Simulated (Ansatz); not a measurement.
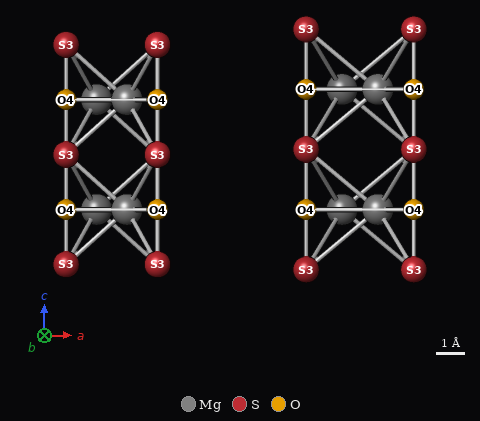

Two geometries of a crystal of Mg₂SO (a generated structure, set up in P6/mmm) (coarse preliminary run), drawn at one scale. One is the start of a relaxation, the other its converged end. A ball-and-stick model of the cell of the calculation, seen along the b axis.

Method: DFT PBE, scalar-relativistic, plane waves, PAW in Ansatz. Settings: plane-wave cutoff 420 eV; k-point mesh 6 × 6 × 4; occupations gaussian; smearing width 0.1 eV; no spin polarisation; cell and atoms relaxed; force threshold 0.04 eV/Å; at most 70 steps.

Which geometry has the lower energy?

The right one is the relaxed one. Over 7 accepted moves (9 points after the start) the energy falls by 703 meV per atom. All forces vanish by symmetry, so only the cell relaxes. The pressure goes from 46.54 to −0.04 GPa. At 2 points the geometry stayed and the basis and grid were re-selected for the new cell (energy shift of 49.5 meV per atom at most each time). The atoms keep their places relative to the cell (all moves are under 0.005 Å). The drawn cell changes as follows: a = b 3.808 → 4.489 Å (+17.9 %), c 3.966 → 4.337 Å (+9.3 %); the volume changes by +52.0 %. Among the contacts that change: Mg–S 2.961 → 3.379 Å, Mg–Mg 2.198 → 2.592 Å, Mg–O 2.198 → 2.592 Å, O–S 1.983 → 2.168 Å. The space group stays P6/mmm (No. 191). The run took 17 s on 1 thread of Arm Neoverse V1, with other jobs on the host, peak memory 0.33 GiB.

Limits of the set-up: the k-point mesh is coarse for a cell with partly filled bands.
